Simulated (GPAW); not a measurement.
Band structure of CoGe (P2_13, 8 atoms in the cell).

```xyz
8
Lattice="4.5795 0.0000 0.0000 0.0000 4.5795 0.0000 0.0000 0.0000 4.5795" Properties=species:S:1:pos:R:3 pbc="T T T"
Co     0.6266     0.6266     0.6266
Co     1.6631     3.9529     2.9163
Co     2.9163     1.6631     3.9529
Co     3.9529     2.9163     1.6631
Ge     3.8459     3.8459     3.8459
Ge     3.0233     0.7336     1.5561
Ge     1.5561     3.0233     0.7336
Ge     0.7336     1.5561     3.0233
```

Computed with PBEsol, GPAW PAW datasets PBEsol (made by gpaw-setup) (plane waves; GPAW).

Settings: mode = pw; ecut = 850 eV; xc = PBEsol; kpts = 5 5 5; mesh shift (steps) = 0 0 0; occupations.name = methfessel-paxton; occupations.width = 0.1 eV; occupations.order = 0; nbands = -14; convergence.density = 1e-05 e/electron; convergence.energy = 1e-05 eV/electron; symmetry.symmorphic = false; symmetry.tolerance = 0.0005; maxiter = 120.

The starting cell comes from a database of computed structures (which also holds hypothetical and non-ambient phases and stackings), without a prior relaxation at this level. Spin polarisation is off.

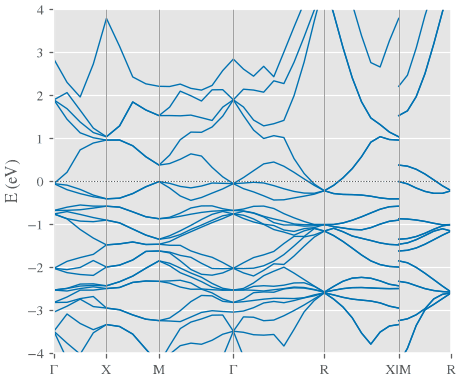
Figure: Bands along the path, energies from the Fermi level.

Levels in eV from the Fermi level, bands 23 to 30:
```json
[
 {"point": "Γ", "23": "-0.68", "24": "-0.68", "25": "-0.06", "26": "-0.06", "27": "-0.06", "28": "1.89", "29": "1.89", "30": "1.89"},
 {"point": "X", "23": "-0.58", "24": "-0.58", "25": "-0.41", "26": "-0.41", "27": "0.96", "28": "0.96", "29": "1.03", "30": "1.03"},
 {"point": "M", "23": "-0.88", "24": "-0.88", "25": "-0.01", "26": "-0.01", "27": "0.37", "28": "0.37", "29": "1.53", "30": "1.53"},
 {"point": "R", "23": "-1.01", "24": "-1.01", "25": "-0.22", "26": "-0.22", "27": "-0.22", "28": "-0.22", "29": "4.61", "30": "4.61"}
]
```

Bands cross the Fermi level along this path, so the cell is metallic at this level.
